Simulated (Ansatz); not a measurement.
## SiO2 (P3_221): the dielectric response by several routes

Aim: the electronic dielectric constant of SiO2 (P3_221) by perturbation theory, a sum over states and the RPA step of G0W0.

Method: linear response on PBE, plane waves, PAW, in Ansatz 0.2.0.

## Step 1: The starting structure

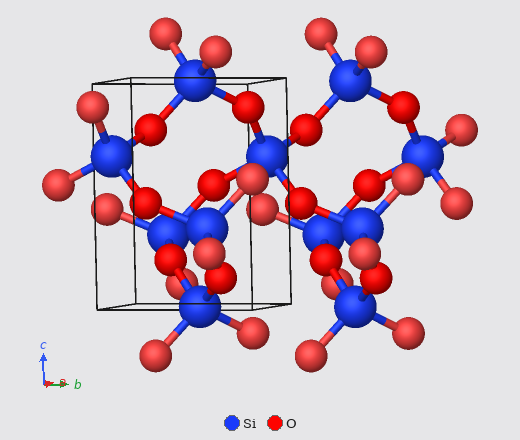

The cell as given, slightly off an axis (silicon blue, oxygen red). 1×2×1 cells are drawn. Some periodic images of atoms are drawn too.

The cell and positions come from the Crystallography Open Database and are kept as given unless a step says otherwise.

## Step 2: Response to a homogeneous field

ε∞ sets how strongly the crystal screens. Perturbation theory gives it with local fields and without a sum over empty bands.

This step: dielectric response by perturbation theory, PBE, plane waves, PAW; PAW set soft_1.

Contents of input.yaml:

```yaml
crystal:
  lattice:
    - [4.91636, 0.0, 0.0]
    - [-2.45818, 4.2576926541, 0.0]
    - [0.0, 0.0, 5.4084]
  atoms:
    - { symbol: Si, position: [0.46973, 0.0, 0.6666666667] }
    - { symbol: Si, position: [0.0, 0.46973, 0.3333333333] }
    - { symbol: Si, position: [0.53027, 0.53027, 0.0] }
    - { symbol: O, position: [0.41354, 0.26758, 0.78558] }
    - { symbol: O, position: [0.73242, 0.14596, 0.4522466667] }
    - { symbol: O, position: [0.85404, 0.58646, 0.1189133333] }
    - { symbol: O, position: [0.26758, 0.41354, 0.21442] }
    - { symbol: O, position: [0.14596, 0.73242, 0.5477533333] }
    - { symbol: O, position: [0.58646, 0.85404, 0.8810866667] }
kpoints:
  mp_grid: { grid: [6, 6, 4] }
hamiltonian:
  xc: pbe
  pseudopotentials: { kind: paw, azcp: { folder: soft_1 } }
scf:
  occupations: { method: fixed }
dielectric: {}
```

The run is started by

```sh
> ansatz run input.yaml --threads 3 --pin off --max-ram 92160MiB --backend cuda --events-out ev --progress --plain --runs-dir out --devices 1 --max-vram 13GiB
```

Numbers of over 12 decimals in the logs are rounded to 6 here.

The log of the run:

```text
GPUs: using 1 of 1 available (devices: 1).
Engine: ansatz 0.2.0, x86_64-unknown-linux-gnu
Pseudopotentials: kind: paw
Pseudopotential: Si, paw, valence charge 4, recommended cutoff 420 eV (normal), soft_1/Si.paw.azcp
Pseudopotential: O, paw, valence charge 6, recommended cutoff 420 eV (normal), soft_1/O.paw.azcp
Functional definition: PBE
  parameter kappa = 0.804
  parameter beta = 0.066725
  exchange = pbe_x(kappa = kappa, mu = beta*pi^2/3)
  correlation = pbe_c(beta = beta)
device memory: the entry about to start is reckoned to put 3.9 GiB on a device that reports 43.4 GiB free (of which the cap on the GPU budget leaves the run 13.0 GiB)
GPU FFT provider: cuFFT
GPU libraries: cuBLAS 13.8.2, cuFFT 12.4.0, cuSOLVER 12.3.4
Crystal: 9 atoms, lattice volume = 113.211 Å³
Basis set: ecut = 420 eV, 2209 PW (Γ), exchange–correlation on 72×72×96 points (8 copies of the dense FFT grid, shifted against one another)
Bands: 33, of which v1, the nominal top of the filled ones, is band 24 counted from 1 (23 counted from 0)
Symmetry: 6 space group operations
k-points: 76 of 144 (irreducible under 1 space group operation, time reversal used)
Non-local potential: Si, projectors of the file, l = 0: 2, l = 1: 2, l = 2: 1
Non-local potential: O, projectors of the file, l = 0: 2, l = 1: 2, l = 2: 1
PAW form: soft (Blöchl's): semilocal exchange-correlation on the pseudo side does not see the compensation charge
PAW one-centre angular grid: Si, 110 points (default); XC on 64 Gauss nodes
PAW one-centre angular grid: O, 110 points (default); XC on 64 Gauss nodes
Initial density: superposition of atomic densities (chi_scale 0.1, normalization cell, long waves kept (reshape's long-wave potential 0.01 eV rms))
Initial wavefunctions: pseudopotential atomic-orbital guess
GPU buffer pool allocated for 62208 grid points (all kernels)
GPU transforms: local potential and band sums: pruned to the plane-wave sphere, on 36×36×40
Functional: x = pbe(κ = 0.804, μ = 0.219515), c = pbe(β = 0.066725)
SCF iter   1: F=—  HF=-5327.300983 eV  |F-HF|=—  |Δ(HF+E_count)|=         —  Δρ=1.35e-1  dr2=1.83e1  ethr=3.10e-3  ⟨swp⟩=4.9  Hψ=11247  notcnv=0  defer=466
preconditioner: auto → Resta (q_TF=auto, 2.365 Å⁻¹)  ε∞=2.8  [insulator: Δε(μ)=7.394 eV  Ē_g=18.262 eV  n_scr=22 (ndim 8)  ℏωp=24.2 eV  f_vac=0.003  ε∞_Penn≈2.8]
SCF iter   2: F=—  HF=-5322.205489 eV  |F-HF|=—  |Δ(HF+E_count)|=    5.10e0  Δρ=4.36e-2  dr2=9.28e-1  ethr=3.10e-3  ⟨swp⟩=3.8  Hψ=6962  notcnv=0  defer=427
SCF iter   3: F=—  HF=-5322.143479 eV  |F-HF|=—  |Δ(HF+E_count)|=   6.20e-2  Δρ=2.16e-2  dr2=2.91e-1  ethr=1.93e-3  ⟨swp⟩=2.0  Hψ=2460  notcnv=0  defer=523
SCF iter   4: F=—  HF=-5322.162414 eV  |F-HF|=—  |Δ(HF+E_count)|=   1.89e-2  Δρ=1.67e-3  dr2=2.44e-3  ethr=6.07e-4  ⟨swp⟩=3.0  Hψ=4294  notcnv=0  defer=516
SCF iter   5: F=—  HF=-5322.166702 eV  |F-HF|=—  |Δ(HF+E_count)|=   4.29e-3  Δρ=4.66e-4  dr2=2.15e-4  ethr=5.09e-6  ⟨swp⟩=3.0  Hψ=4553  notcnv=0  defer=530
SCF iter   6: F=—  HF=-5322.166859 eV  |F-HF|=—  |Δ(HF+E_count)|=   1.57e-4  Δρ=7.31e-5  dr2=8.42e-6  ethr=4.48e-7  ⟨swp⟩=2.0  Hψ=3824  notcnv=0  defer=530
SCF iter   7: F=—  HF=-5322.166971 eV  |F-HF|=—  |Δ(HF+E_count)|=   1.12e-4  Δρ=1.32e-5  dr2=1.77e-7  ethr=1.75e-8  ⟨swp⟩=2.0  Hψ=4258  notcnv=0  defer=517
SCF iter   8: F=—  HF=-5322.166972 eV  |F-HF|=—  |Δ(HF+E_count)|=   5.15e-7  Δρ=2.98e-6  dr2=9.49e-9  ethr=3.68e-10  ⟨swp⟩=2.1  Hψ=4162  notcnv=0  defer=518
SCF iter   9: F=—  HF=-5322.166972 eV  |F-HF|=—  |Δ(HF+E_count)|=   1.49e-8  Δρ=3.66e-7  dr2=1.71e-10  ethr=1.98e-11  ⟨swp⟩=2.0  Hψ=3674  notcnv=0  defer=518
SCF iter  10: F=-5322.166972 eV  HF=-5322.166972 eV  |F-HF|=2.73e-12  |Δ(HF+E_count)|=  2.69e-10  Δρ=7.43e-8  dr2=4.80e-12  ethr=1.00e-12  ⟨swp⟩=14.1  Hψ=13040  notcnv=0
SCF 1 converged in 10 iterations: F = -5322.166972 eV  dr2 = 4.80e-12
  greatest PAW one-centre occupation: 0.861 electrons in one spin orbital (limit 2), on the O atom at site 7 (counted from 0), in its partial waves of l = 0
the response reads at least the filled bands of the reference SCF and the lowest empty band at each k-point, and that SCF's band table does not vouch for those bands. The notice of the band table in this run's record says why
device memory: the entry about to start is reckoned to put 0.1 GiB (of the 0.2 GiB reckoned in all, the device holds 0.1 GiB already) on a device that reports 43.0 GiB free (of which the cap on the GPU budget leaves the run 12.9 GiB)
device memory: the entry about to start is reckoned to put 1.9 GiB (of the 2.1 GiB reckoned in all, the device holds 0.1 GiB already) on a device that reports 43.0 GiB free (of which the cap on the GPU budget leaves the run 12.9 GiB)
DFPT response loops at Γ: preconditioner auto → none (the input reference at scf.mixing.eps_inf says where Resta's filter doesn't serve); β = 0.50; Broyden in place of MSR1
SCF converged after 10 iterations
Free energy (F): -5322.166972 eV
Harris-Foulkes:  -5322.166972 eV  (|F-HF|=2.73e-12)
Internal energy: -5322.166972 eV  (E = F + TS)
E sigma→0 (E₀):  -5322.166972 eV
Fermi energy:    2.505009 eV
--- Per-component energies (eV) ---
  E_band       = -206.884716
  E_kinetic    = 1169.978261
  E_local      = -2935.000242  (includes V_loc(G=0)·N_el)
  E_nonlocal   = 381.266056
  E_hartree    = 1074.940597
  E_xc         = -603.969176
  E_vxc        = -698.103878  (∫ρ·V_xc dr)
  E_paw        = -2519.089835  (= ΣΔE_a)
  E_vpaw       = -274.911190  (= ΣTr[D̂ρ^β])
  E_aug_tail   = 0.005008  (compensation charges beyond the density's cutoff)
  E_ewald      = -1890.297640
  E_smearing   = -0.000000  (= −TS)
  E_closure    = -0.000000  (closes the sum)
  Σ components = -5322.166972   (vs F -5322.166972, Δ=0.00e0)
--- Band table (eV; the first three rows and the last of 76) ---
  k-point 0: bands = [... 20 lower, 1.5021, 1.8187, 2.1901, 2.1901, 8.4978, 11.8261, 11.8261, 12.2813, ... 5 higher]
  k-point 1: bands = [... 20 lower, 1.4313, 1.9706, 2.2799, 2.4090, 9.0967, 11.6629, 11.7570, 11.7824, ... 5 higher]
  k-point 2: bands = [... 20 lower, 1.3000, 2.2895, 2.2895, 2.4143, 10.4511, 10.4511, 11.5717, 12.2626, ... 5 higher]
  k-point 75: bands = [... 20 lower, 1.6229, 1.6658, 1.9064, 2.3159, 11.4247, 11.9043, 12.1838, 12.3430, ... 5 higher]
--- Dielectric response (ions clamped): 2 representative field directions + reference, on 76 of 144 k-points (Σ response iterations 17) ---
  k mesh reduced under 1 symmetry operation, with k and −k counted as one. Each operation leaves every solved perturbation unchanged. A smaller set is not considered because the run solves the response to a homogeneous field
  ε∞ (high-frequency dielectric tensor):
        2.454067    -0.000000     0.000000
       -0.000000     2.454067    -0.000000
        0.000000     0.000000     2.485504
  Born effective charges Z* (e; rows j = field, columns β = displacement):
    site 0:
         3.00150   -0.00000    0.00000
        -0.00000    3.66955   -0.29903
         0.00000    0.25885    3.45334
    site 1:
         3.50254    0.28928    0.25897
         0.28928    3.16851    0.14951
        -0.22417   -0.12942    3.45334
    site 2:
         3.50254   -0.28928   -0.25897
        -0.28928    3.16851    0.14951
         0.22417   -0.12942    3.45334
    site 3:
        -1.31529    0.52399    0.34377
         0.47236   -2.02024   -0.72702
         0.28422   -0.76694   -1.72667
    site 4:
        -1.41257   -0.52852    0.45773
        -0.58016   -1.92296    0.66122
         0.52207    0.62961   -1.72667
    site 5:
        -2.27543    0.08198   -0.80150
         0.03035   -1.06009    0.06580
        -0.80630    0.13732   -1.72667
    site 6:
        -2.27543   -0.08198    0.80150
        -0.03035   -1.06009    0.06580
         0.80630    0.13732   -1.72667
    site 7:
        -1.31529   -0.52399   -0.34377
        -0.47236   -2.02024   -0.72702
        -0.28422   -0.76694   -1.72667
    site 8:
        -1.41257    0.52852   -0.45773
         0.58016   -1.92296    0.66122
        -0.52207    0.62961   -1.72667
  Z* charge neutrality: 1.927e-5 e pre-enforcement
  k-mesh period / interband length: 21.6 Å / 0.95 Å = 22.69 at k = (0.0000, 0.0000, 0.0000), direct gap 6.308 eV — 14 or more, which is no proof of convergence
```

The job ended after 29 s (1 × NVIDIA H100 80GB HBM3 (shared by 6 runs) with 3 threads of AMD EPYC 7R13 (Zen 3), shared host; peak memory 1.7 GiB).

Reading the cycles: dr2 is the Hartree energy of the density residual (eV), the measure of convergence; HF is the Harris–Foulkes estimate of the energy, which meets the free energy F at convergence.

One over ε∞ averages 0.41, above the quarter of exact exchange in PBE0, which should therefore fall short.

High-frequency dielectric tensor:

```
2.45 0.00 0.00
0.00 2.45 0.00
0.00 0.00 2.49
```

Born effective charge (e), principal values of the symmetric part by kind of site:

```tsv
atom	atoms with these values	low	middle	high	mean
Si1	3	3.00	3.45	3.67	3.37
O4	6	-2.86	-1.17	-1.03	-1.69
```

In full for Si1:

```
 3.00  0.00  0.00
 0.00  3.67 -0.30
 0.00  0.26  3.45
```

## Step 3: Independent-particle spectrum

The independent-particle spectrum shows where the oscillator strength lies, before excitons and local fields.

This step: independent-particle optics on PBE, plane waves, PAW; PAW set soft_1.

Edit input.yaml of step 2 so:

```diff
@@ -22,2 +22,4 @@
   occupations: { method: fixed }
-dielectric: {}
+  n_extra_bands: 77
+output:
+  optics: { e_range: [0, 25], de: 0.1, sigma: 0.2 }
```

The log of the run:

```text
[...]
GPUs: using 1 of 1 available (devices: 1).
[...]
GPU FFT provider: cuFFT
GPU libraries: cuBLAS 13.8.2, cuFFT 12.4.0, cuSOLVER 12.3.4
Crystal: 9 atoms, lattice volume = 113.211 Å³
Basis set: ecut = 420 eV, 2209 PW (Γ)
Bands: 101, of which v1, the nominal top of the filled ones, is band 24 counted from 1 (23 counted from 0)
Symmetry: 6 space group operations
[...]
k-points: 24 of 144 (time reversal used)
[...]
GPU buffer pool allocated for 51840 grid points (all kernels)
[...]
SCF iter   1: F=—  HF=-5327.300025 eV  |F-HF|=—  |Δ(HF+E_count)|=         —  Δρ=1.35e-1  dr2=1.84e1  ethr=3.10e-3  ⟨swp⟩=4.7  Hψ=8815  notcnv=0  defer=1793
[...]
SCF iter  10: F=-5322.167110 eV  HF=-5322.167110 eV  |F-HF|=1.82e-12  |Δ(HF+E_count)|=  7.00e-11  Δρ=4.31e-8  dr2=8.56e-13  ethr=1.00e-12  ⟨swp⟩=18.1  Hψ=24033  notcnv=0
SCF 1 converged in 10 iterations: F = -5322.167110 eV  dr2 = 8.56e-13
[...]
Optics k sum: 0 of 24 k-points
Optics k sum: 2 of 24 k-points
[...]
Optics k sum: 24 of 24 k-points
[...]
SCF converged after 10 iterations
Free energy (F): -5322.167110 eV
[...]
Internal energy: -5322.167110 eV  (E = F + TS)
E sigma→0 (E₀):  -5322.167110 eV
Fermi energy:    2.505014 eV
[...]
--- Band table (eV; the first three rows and the last of 24) ---
  k-point 0: bands = [... 20 lower, 1.5021, 1.8187, 2.1901, 2.1901, 8.4978, 11.8262, 11.8262, 12.2813, ... 73 higher]
  k-point 1: bands = [... 20 lower, 1.4313, 1.9706, 2.2799, 2.4090, 9.0967, 11.6629, 11.7570, 11.7824, ... 73 higher]
  k-point 2: bands = [... 20 lower, 1.3000, 2.2895, 2.2895, 2.4143, 10.4511, 10.4511, 11.5718, 12.2626, ... 73 higher]
  k-point 23: bands = [... 20 lower, 1.5720, 1.7429, 1.9221, 1.9221, 11.5195, 12.3043, 12.3043, 12.6081, ... 73 higher]
```

The job ended after 31 s (1 × NVIDIA H100 80GB HBM3 (shared by 6 runs) with 3 threads; peak memory 1.6 GiB; 60 s of CPU time).

Numbers from this step:

```
ε∞ without local fields (xx, yy, zz)                                   : 2.563, 2.563, 2.575
electrons in the f-sum (xx, yy, zz)                                    : 33.86, 33.86, 34.01
bands in the explicit sum (the static value is completed to all bands) : 101
```

The sum gives ε∞ = 2.56 and 2.58 without local fields.

The ε₂ has structure finer than the step of the table below, so its rows give means over 2 eV, whole bins alone (the curve runs from 0 to 25 eV). Peaks (eV: height): xx=yy 10.3: 3.72, 15.3: 2.75; zz 9.8: 3.54, 11.9: 2.91, 14.6: 2.74, 15.7: 3.86.

Independent particles, no local fields, Gaussian width 0.2 eV. The ε₂ by photon energy; means over each step:

```tsv
photon energy (eV)	xx=yy	zz
4	0	0
6	0.00192	7.7e-4
8	0.567	0.599
10	2.89	2.85
12	2.51	2.51
14	2.35	2.28
16	2.44	2.72
18	1.89	1.79
20	1.21	1.38
22	0.808	0.723
24	0.573	0.544
```

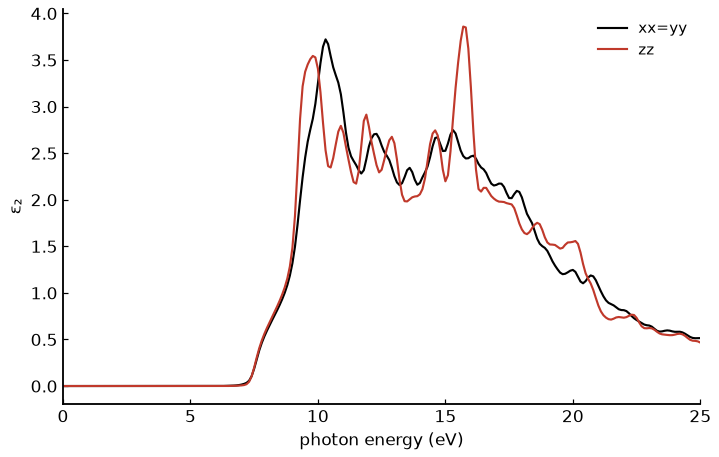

ε₂, plotted against photon energy.

Independent particles, no local fields, Gaussian width 0.2 eV. The loss function by photon energy; read off at these points:

```tsv
photon energy (eV)	xx=yy	zz
5.00	0	0
7.50	0.0125	0.0127
10.00	0.123	0.187
12.50	0.277	0.254
15.00	0.312	0.302
17.50	0.486	0.504
20.00	0.796	0.646
22.50	1.36	1.34
23.30	1.45	1.54
23.40	1.41	1.55
25.00	1.24	1.47
```

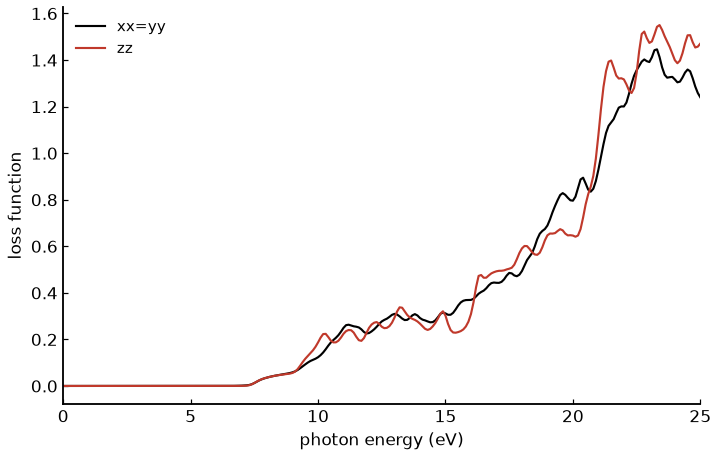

Loss function, plotted against photon energy.

## Step 4: RPA screening from the G0W0 run

Now the one-shot GW correction: screening in the RPA, then the self-energy of the levels asked for. This step takes PAW set soft_1 files.

This step: G0W0 on PBE, plane waves, PAW; PAW set soft_1.

Edit input.yaml of step 3 so:

```diff
@@ -22,4 +22,7 @@
   occupations: { method: fixed }
-  n_extra_bands: 77
-output:
-  optics: { e_range: [0, 25], de: 0.1, sigma: 0.2 }
+gw:
+  n_empty_bands: 620
+  ecut_chi: 180.0
+  qp_bands: [v3, c3]
+  qp_kpoints: band_edges
+  screening: { model: contour_deformation }
```

The log of the run:

```text
GPUs: using 1 of 1 available (devices: 1).
[...]
GPU FFT provider: cuFFT
GPU libraries: cuBLAS 13.8.2, cuFFT 12.4.0, cuSOLVER 12.3.4
Crystal: 9 atoms, lattice volume = 113.211 Å³
Basis set: ecut = 420 eV, 2209 PW (Γ)
Bands: 33, of which v1, the nominal top of the filled ones, is band 24 counted from 1 (23 counted from 0)
Symmetry: 6 space group operations
[...]
k-points: 24 of 144 (time reversal used)
[...]
1    23      2.2799   -26.5713     4.0558   -20.5773  0.8049     0.3107     0.3418  root
[...]
22    24      2.3069   -26.5837     4.0329   -20.6233  0.8055     0.3491     0.3795  root
    22    25     11.4367    -9.8986    -4.1449   -15.7698  0.8468    13.1813    13.1629  root
    22    26     11.7413    -7.2968    -3.7519   -12.3425  0.8566    13.0450    13.0351  root
    22    27     12.1141    -8.5217    -3.8572   -13.8755  0.8498    13.6245    13.6107  root
[key lines of the parts left out:]
SCF converged after 8 iterations
Free energy (F): -5322.167110 eV
Fermi energy:    2.505009 eV
```

Run time: 1.8 min. Hardware: 1 × NVIDIA H100 80GB HBM3 (shared by 6 runs) with 3 threads; peak memory 3.3 GiB.

Numbers from this step:

- bands summed: 644
- RPA ε∞ on this mesh (eigenvalues): 2.334, 2.334, 2.366
- plane waves in the screening matrix: 635
- G0W0 gap on the mesh: 9.002 eV
- k of the valence top: 0.3333, 0.3333, 0
- k of the conduction bottom: 0, 0, 0
- starting gap on the mesh: 5.993 eV
- least direct G0W0 gap on the computed points: 9.371 eV

The gap on the mesh goes from 5.99 eV to 9.00 eV, a correction of +3.01 eV. Between the two edge states, bare exchange in place of the xc potential would open the gap by 10.50 eV, and correlation takes back 7.49 eV.

Mean over the mesh in bins of 0.25 1/Å. Table of static inverse dielectric function, diagonal by length of q+G:

```tsv
length of q+G (Å⁻¹)	static inverse dielectric function, diagonal
0.26	0.435
0.75	0.495
1.01	0.536
1.51	0.626
1.76	0.671
2.26	0.750
2.51	0.784
3.01	0.839
3.25	0.860
3.75	0.894
4.00	0.907
4.50	0.929
4.75	0.937
5.26	0.953
5.50	0.960
6.00	0.971
6.25	0.976
6.75	0.983
```

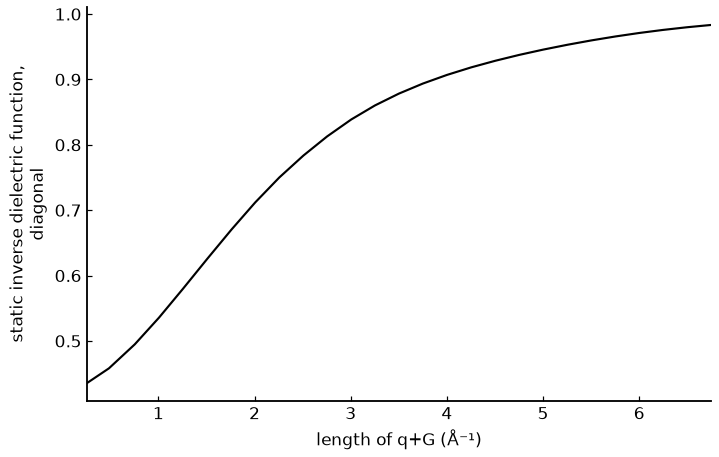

Static inverse dielectric function, diagonal against length of q+G.

## Step 5: The values together

Times are wall times on 1 × NVIDIA H100 80GB HBM3 (shared by 6 runs) with 3 threads of AMD EPYC 7R13 (Zen 3), shared host, good to a factor of about two.

```tsv
method	mesh	ε∞, low	middle	high	mean	time
perturbation theory (local fields and xc kernel)	6×6×4	2.45	2.45	2.49	2.46	29 s
sum over states (no local fields)	6×6×4	2.56	2.56	2.58	2.57	31 s
RPA with local fields, on the GW mesh	6×6×4	2.33	2.33	2.37	2.34	1.8 min
```

## Step 6: What came out

```json
{
 "perturbation theory (local fields and xc kernel)": "2.45, 2.45, 2.49",
 "sum over states (no local fields)": "2.56, 2.56, 2.58",
 "RPA with local fields, on the GW mesh": "2.33, 2.33, 2.37"
}
```

Mean Born effective charge: Si1 3.37, O4 -1.69 e. Distinct peaks of the ε₂ (xx=yy) stand at 10.3 and 15.3 eV; the one at 10.3 eV is strongest. The loss function (xx=yy) has its highest peak at 23.3 eV. The sum without local fields gives 2.57 in the mean against 2.46 by perturbation theory; local fields lower ε∞ and the xc kernel gives part of it back, though the sum also carries the error of its own mesh. The RPA values on the 6×6×4 mesh average 0.95 times those of perturbation theory (means 2.34 and 2.46). Without the xc kernel RPA should lie a little lower, as the mean does. PBE usually puts the gap too low, which tends to raise ε∞. Ions are clamped, so the lattice part of the static constant is not in these numbers.

[Paths, hosts, dates, memory and timing lines, banners, echoed tables and standing remarks are left out of the program output.]

[Logs are printed without paths, hosts, clocks, repeated set-up lines and the standing remarks that a program may print on its own settings, such as how far it seeks lower states.]

[Runs of the session that timed out or met a known fault of the program may be left out.]

[Cells called generated may have been cut or substituted from an entry of the Crystallography Open Database or the Materials Project.]

[Hosts, paths, dates, database ids (printed as entryN), source tags and the programs' standing remarks are cut or masked in the printed files.]
